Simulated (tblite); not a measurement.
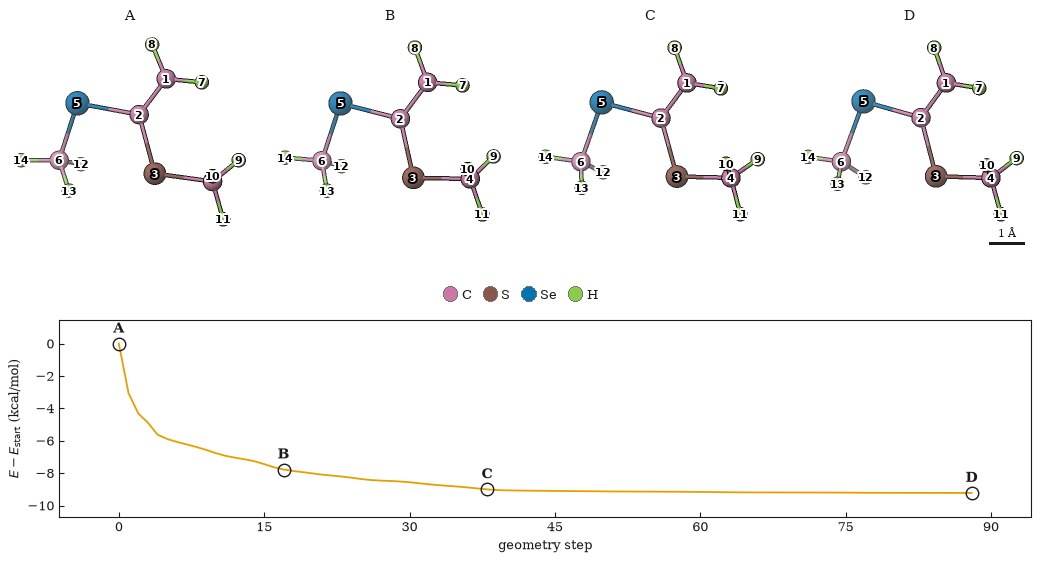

Frames of a relaxation of C4H8SSe (charge +1, multiplicity 2), marked on the history of the run. The picture is a ball-and-stick view, seen at a tilt.

These are results of tblite 0.8.0, GFN2-xTB geometry optimisation, gas phase, not measurements. 

Question: What happens along the run?

Answer: Over 88 geometry steps the energy falls by 9.22 kcal/mol. The largest move after the best rigid fit is that of H12, 0.52 Å. Largest moves by element: H 0.52 Å, S 0.38 Å, Se 0.34 Å, C 0.19 Å. Some distances before and after: C4–H11 1.141 → 1.087 Å, C6–H12 1.129 → 1.089 Å, C1–C2 1.315 → 1.347 Å, C2–S3 1.779 → 1.749 Å. Among the angles between lasting bonds that change: C2–S3–C4 114.0° → 104.4°, H10–C4–H11 104.3° → 109.6°, H12–C6–H13 104.7° → 109.9°. Groups turn about C2–Se5 by about 25°. Cost: 0.55 s on 1 thread of Arm Neoverse V1 (shared host). From step 0 to 17: H10 moves most (0.26 Å), energy −7.77 kcal/mol. From step 17 to 38: S3 moves most (0.26 Å), energy −1.23 kcal/mol. From step 38 to 88: H12 moves most (0.22 Å), energy −0.22 kcal/mol.
